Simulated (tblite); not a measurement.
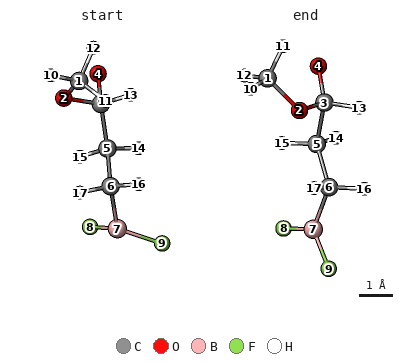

The structure of C4H8BF2O2 (multiplicity 2) before (left) and after (right) a relaxation, at one scale.

A ball-and-stick model, seen from a free direction.

Theory: GFN2-xTB geometry optimisation, gas phase in tblite 0.8.0. 

### Describe what moved and what it gained.

H12 moves most after the best rigid fit: 2.00 Å. Largest moves by element: H 2.00 Å, F 1.42 Å, O 1.29 Å, C 0.70 Å, B 0.30 Å. Near-neighbour distances that change, for instance: B7–F8 1.462 → 1.314 Å, B7–F9 1.460 → 1.316 Å, C3–O4 1.394 → 1.272 Å, C3–C5 1.487 → 1.603 Å. Bond angles that change, for instance: C6–B7–F8 111.9° → 123.8°, O2–C3–O4 106.3° → 117.6°, O2–C3–C5 116.6° → 106.4°. Groups turn about O2–C3 by about 120°. The energy falls by 50.8 kcal/mol in 146 geometry steps.
